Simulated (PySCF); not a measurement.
# CH2BNO2 (SMILES N#CB(O)O), step by step

Aim: a geometry optimisation (HF/BFD-VDZ), then vibrational wavenumbers, then the energy (CCSD(T)/x2c-SVPall), then energy and one-electron properties (r2SCANh-D3(BJ)/def2-SVP) of CH2BNO2. Input form: a Python script.

The results are computed with PySCF 2.14.0.

### Step 1. The structure to begin with

The species is CH2BNO2 (7 atoms), meant as a singlet with charge 0. As SMILES, `N#CB(O)O`. All atoms were displaced at random from a relaxed shape. The run starts from this shape.

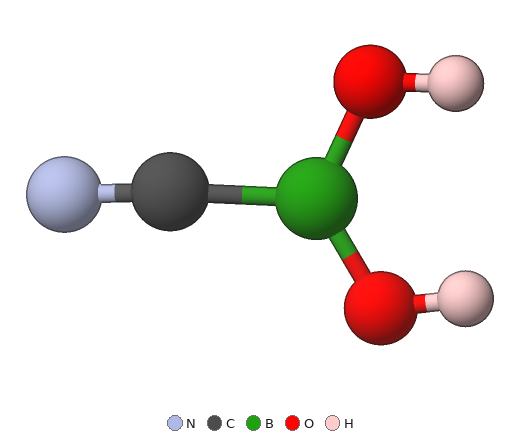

Viewed from a chosen angle; nitrogen light blue, carbon dark grey, boron green, oxygen red, hydrogen pink.

### Step 2. A structure relaxation at HF/BFD-VDZ (density fitting with cc-pvdz-jkfit, core potential) (run 1)

input.xyz

```xyz
7

N      0.568114    -2.639610     0.538241
C      0.404727    -1.503774     0.417438
B      0.055425    -0.072530    -0.048432
O     -0.911789     0.502527     0.726583
O      0.679310     0.535211    -1.070156
H     -1.024415     1.411258     0.588936
H      0.467953     1.426246    -1.140553
```

run.py

```python
# N#CB(O)O
from pyscf import gto
from pyscf.geomopt.geometric_solver import kernel as optimise

mol = gto.M(
    atom='input.xyz',
    max_memory=1860,
    verbose=3,
    charge=0,
    ecp='bfd',
    basis='bfd-vdz',
    spin=0,
)

mf = mol.RHF()
mf = mf.density_fit(auxbasis='cc-pvdz-jkfit')
converged, mol_eq = optimise(mf, maxsteps=100, convergence_set='GAU_TIGHT')
print('converged:', converged)
print(mol_eq.tostring())

mf.reset(mol_eq)
mol = mol_eq
mf.kernel()
e_final = mf.e_tot
print(f'total energy: {e_final:.8f} hartree')
```

Run with:

```
$ OMP_NUM_THREADS=1 python run.py
```

Output:

```text
convergence_set           GAU_TIGHT
[... 53 lines left out ...]
WARN: Mole.unit (angstrom) is changed to Bohr
[... 26 lines left out ...]
converged SCF energy = -50.8126394778881
[... 74 lines left out ...]
converged SCF energy = -50.8156449902565
[... 74 lines left out ...]
converged SCF energy = -50.8157119580432
[... 74 lines left out ...]
converged SCF energy = -50.8157121666364
[... 63 lines left out ...]
Converged! =D
[... 1 line left out ...]
converged: True
N           0.61260464       -2.62935686        0.55025329
C           0.36951824       -1.54471947        0.31968722
B           0.03417478       -0.04857164        0.00169126
O          -0.88947541        0.53338112        0.77647577
O           0.70232533        0.50934705       -1.01535879
H          -1.10174653        1.43181014        0.59789863
H           0.51192393        1.40743766       -1.21859037
converged SCF energy = -50.8157121700203
total energy: -50.81571217 hartree
```

It took 2.1 min on 1 thread of Intel Xeon at 2.70GHz, shared host; peak memory 0.19 GiB.

Steps, from the record of the run:

```
step  energy from the first frame kept (eV)  largest force (eV/Å)
   0                                 0.0000                3.3961
   1                                -0.1163                1.1725
   2                                -0.1833                1.0772
   3                                -0.1943                0.2510
   4                                -0.1981                0.1917
   5                                -0.1995                0.0785
   6                                -0.1998                0.0385
   7                                -0.1999                0.0042
   8                                -0.1999                0.0031
   9                                -0.1999                0.0019
  10                                -0.1999                0.0008
  11                                -0.1999                0.0003
  12                                -0.1999                0.0001
```

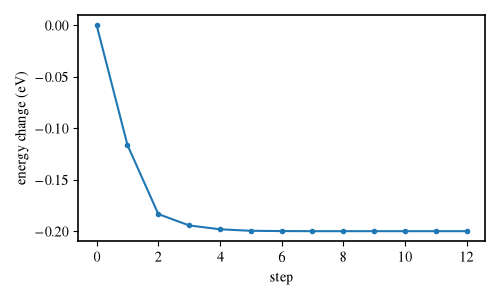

Energy along the run.

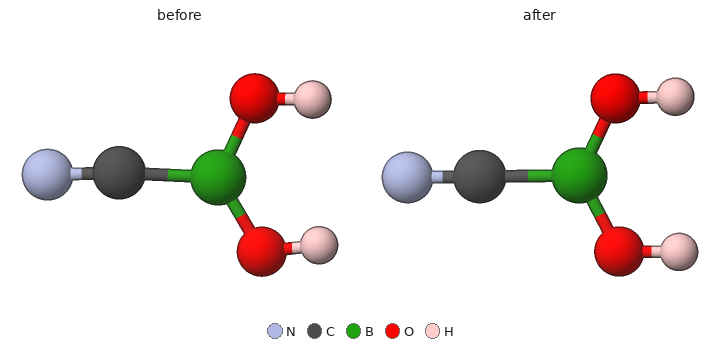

Before and after, at one scale.

After the run. Bond lengths: N1–C2 1.135 Å, C2–B3 1.566 Å, B3–O4 1.339 Å, B3–O5 1.339 Å, O4–H6 0.940 Å, O5–H7 0.940 Å. Angles: N1–C2–B3 180.0°, C2–B3–O4 116.5°, C2–B3–O5 116.5°, O4–B3–O5 127.1°, B3–O4–H6 117.5°, B3–O5–H7 117.5°.

### Step 3. The harmonic vibrations at HF/BFD-VDZ (density fitting with cc-pvdz-jkfit, core potential) (run 2)

mol.xyz

```xyz
7
CH2BNO2
N      0.474274    -2.116081     0.449790
C      0.231187    -1.031443     0.219224
B     -0.104156     0.464704    -0.098772
O     -1.027800     1.046684     0.675994
O      0.564012     1.022597    -1.115830
H     -1.240063     1.945110     0.497392
H      0.373620     1.920684    -1.319085
```

run.py

```python
import numpy
from pyscf import gto, symm
from pyscf.hessian import thermo

mol = gto.Mole()
mol.atom = 'mol.xyz'
mol.ecp = {'N': 'bfd', 'C': 'bfd', 'B': 'bfd', 'O': 'bfd', 'H': 'bfd'}
mol.max_memory = 1860
mol.charge = 0
mol.basis = 'bfd-vdz'
mol.verbose = 3
mol.build()

mf = mol.RHF()
mf = mf.density_fit(auxbasis='cc-pvdz-jkfit')
mf.kernel()

energy = mf.e_tot
print('E(%s) = %.9f' % ('HF', energy))
hess = mf.Hessian().kernel()
modes = thermo.harmonic_analysis(mol, hess)
print('frequencies (1/cm)', numpy.round(modes['freq_wavenumber'], 1))
symm.geom.TOLERANCE = 1e-3  # for the symmetry number
th = thermo.thermo(mf, modes['freq_au'], 298.15, 101325)
thermo.dump_thermo(mol, th)
```

Run with:

```
$ OMP_NUM_THREADS=1 python run.py
```

Output:

```text
converged SCF energy = -50.8157121699763
E(HF) = -50.815712170
frequencies (1/cm) [ 201.5  277.7  449.2  461.4  572.   588.2  727.8  742.4 1027.2 1107.
 1418.1 1543.2 2581.7 4113.7 4121. ]
temperature 298.1500 [K]
pressure 101325.00 [Pa]
Rotational constants [GHz] 10.32788 3.85692 2.80821
Symmetry number 2
Zero-point energy (ZPE) 0.04541 [Eh]   119220.531 [J/mol]
                           tot       elec      trans        rot        vib
Entropy [J/mol/K]       291.553      0.000    161.881    100.788     28.884
Cv [J/mol/K]             69.772      0.000     12.472     12.472     44.828
Cp [J/mol/K]             78.086      0.000     20.786     12.472     44.828
Internal energy [J/mol]                      3718.434   3718.434 124827.769
Internal energy [Eh]   -50.76534  -50.81571
Enthalpy [J/mol]                             6197.391   3718.434 124827.769
Enthalpy [Eh]          -50.76439
Gibbs free energy [J/mol]                  -42067.387 -26331.594 116216.104
Gibbs free energy [Eh] -50.79750
```

It took 98 s on 1 thread of Intel Xeon at 2.70GHz, shared host; peak memory 0.48 GiB.

### Step 4. A single-point energy at CCSD(T)/x2c-SVPall (sfX2C) (run 3)

start.xyz

```xyz
7

N      0.612605    -2.629357     0.550253
C      0.369518    -1.544719     0.319687
B      0.034175    -0.048572     0.001691
O     -0.889475     0.533381     0.776476
O      0.702325     0.509347    -1.015359
H     -1.101747     1.431810     0.597899
H      0.511924     1.407438    -1.218590
```

calc.py

```python
from pyscf import gto, scf, cc

system = gto.M(
    atom='start.xyz',
    max_memory=1860,
    verbose=4,
    basis='x2c-svpall',
)

myscf = scf.RHF(system)
myscf = myscf.sfx2c1e()
myscf.kernel()

mycc = cc.CCSD(myscf, frozen=5)
mycc.kernel()
e_t = mycc.ccsd_t()
etot = mycc.e_tot + e_t
print('E(%s) = %.9f' % ('CCSD(T)', etot))
```

Run with:

```
$ OMP_NUM_THREADS=1 python calc.py
```

Output:

```text
PySCF version 2.14.0

[... 67 lines left out ...]
converged SCF energy = -267.953772354173
[... 12 lines left out ...]
Init t2, MP2 energy = -268.672185151295  E_corr(MP2) -0.718412797122593
[... 13 lines left out ...]
CCSD converged
[... 2 lines left out ...]
E(CCSD(T)) = -268.712768561
```

Wall time 27 s (1 thread of Intel Xeon at 2.70GHz, shared host); peak memory 0.39 GiB.

### Step 5. Energy and one-electron properties at r2SCANh-D3(BJ)/def2-SVP (sfX2C) (run 4)

run.py

```python
import numpy
from pyscf import gto, scf, dft, lo

mol = gto.Mole()
mol.atom = [
    ('N', (0.612605, -2.629357, 0.550253)),
    ('C', (0.369518, -1.544719, 0.319687)),
    ('B', (0.034175, -0.048572, 0.001691)),
    ('O', (-0.889475, 0.533381, 0.776476)),
    ('O', (0.702325, 0.509347, -1.015359)),
    ('H', (-1.101747, 1.431810, 0.597899)),
    ('H', (0.511924, 1.407438, -1.218590)),
]
mol.charge = 0
mol.verbose = 4
mol.max_memory = 1860
mol.spin = 0
mol.basis = 'def2-svp'
mol.build()

ks = dft.RKS(mol, xc='r2scanh')
ks = ks.sfx2c1e()
ks.disp = 'd3bj'
ks.kernel()

e_tot = ks.e_tot
print(f'total energy: {e_tot:.8f} hartree')
ks.analyze()
quad = ks.quad_moment()
occ = ks.mo_coeff[:, ks.mo_occ > 0]
iaos = lo.vec_lowdin(lo.iao.iao(mol, occ), ks.get_ovlp())
c = iaos.T @ ks.get_ovlp() @ occ
pop_iao, q_iao = scf.hf.mulliken_pop(lo.iao.reference_mol(mol), (c * ks.mo_occ[ks.mo_occ > 0]) @ c.T, numpy.eye(c.shape[0]), verbose=0)
print('IAO charges', numpy.round(q_iao, 4))
```

Run with:

```
$ OMP_NUM_THREADS=1 python run.py
```

Output:

```text
PySCF version 2.14.0

[... 92 lines left out ...]
MO #1   energy= -19.1825131461936  occ= 2
[... 15 lines left out ...]
MO #17  energy= -0.337047669075069 occ= 2
[... 15 lines left out ...]
MO #33  energy= 0.59655160941902   occ= 0
[... 15 lines left out ...]
MO #49  energy= 1.21465841528356   occ= 0
[... 15 lines left out ...]
MO #65  energy= 2.33548408638215   occ= 0
[... 105 lines left out ...]
Dipole moment(X, Y, Z, Debye): -1.34156,  5.98553, -1.27216
[... 2 lines left out ...]
IAO charges [-0.1914  0.0055  0.495  -0.5247 -0.5247  0.3702  0.3702]
```

It took 12 s on 1 thread of Intel Xeon at 2.70GHz, shared host; peak memory 0.41 GiB.

Atomic charges (e):

```csv
atom,Mulliken,IAO
N1,-0.026,-0.191
C2,-0.130,+0.005
B3,+0.013,+0.495
O4,-0.117,-0.525
O5,-0.117,-0.525
H6,+0.188,+0.370
H7,+0.188,+0.370
```

### Step 6. Results

```
                                                                    quantity             value
                                  run 1, HF/BFD-VDZ: total energy at the end      -50.81571 Eh
                                            run 1, HF/BFD-VDZ: dipole moment            6.43 D
                                              run 1, HF/BFD-VDZ: HOMO energy         -12.97 eV
                                              run 1, HF/BFD-VDZ: LUMO energy           3.20 eV
                                            run 1, HF/BFD-VDZ: HOMO–LUMO gap          16.16 eV
                               run 2, HF/BFD-VDZ: lowest harmonic wavenumber          202 cm⁻¹
                              run 2, HF/BFD-VDZ: highest harmonic wavenumber         4121 cm⁻¹
                                        run 2, HF/BFD-VDZ: zero-point energy      119.2 kJ/mol
run 2, HF/BFD-VDZ: ideal-gas entropy at 298.15 K (symmetry number 2 as used)  69.7 cal/(mol K)
                                     run 3, CCSD(T)/x2c-SVPall: total energy     -268.71277 Eh
             run 3, CCSD(T)/x2c-SVPall: dipole moment (Hartree–Fock density)            6.47 D
              run 3, CCSD(T)/x2c-SVPall: HOMO energy (Hartree–Fock orbitals)         -12.97 eV
              run 3, CCSD(T)/x2c-SVPall: LUMO energy (Hartree–Fock orbitals)           3.30 eV
            run 3, CCSD(T)/x2c-SVPall: HOMO–LUMO gap (Hartree–Fock orbitals)          16.27 eV
      run 3, CCSD(T)/x2c-SVPall: correlation energy (5 core orbitals frozen)        -759.0 mEh
                                   run 3, CCSD(T)/x2c-SVPall: (T) correction        -22.75 mEh
                                    run 3, CCSD(T)/x2c-SVPall: T1 diagnostic             0.014
                                run 4, r2SCANh-D3(BJ)/def2-SVP: total energy     -269.23481 Eh
                               run 4, r2SCANh-D3(BJ)/def2-SVP: dipole moment            6.26 D
                                 run 4, r2SCANh-D3(BJ)/def2-SVP: HOMO energy          -9.11 eV
                                 run 4, r2SCANh-D3(BJ)/def2-SVP: LUMO energy          -0.98 eV
                               run 4, r2SCANh-D3(BJ)/def2-SVP: HOMO–LUMO gap           8.13 eV
                           run 4, r2SCANh-D3(BJ)/def2-SVP: dispersion energy      -2.96 kJ/mol
```

The optimisation (run 1, HF/BFD-VDZ) took 12 steps and changed the energy by -0.200 eV. Mulliken charges (run 1, HF/BFD-VDZ) run from -0.28 on O4 to +0.28 on B3; they depend strongly on the basis. All 15 modes (run 2, HF/BFD-VDZ) are real, so the shape is a minimum at this level. Mulliken charges (run 2, HF/BFD-VDZ) run from -0.28 on O4 to +0.28 on B3. The triples (run 3, CCSD(T)/x2c-SVPall) make up 3.0 % of the correlation energy.
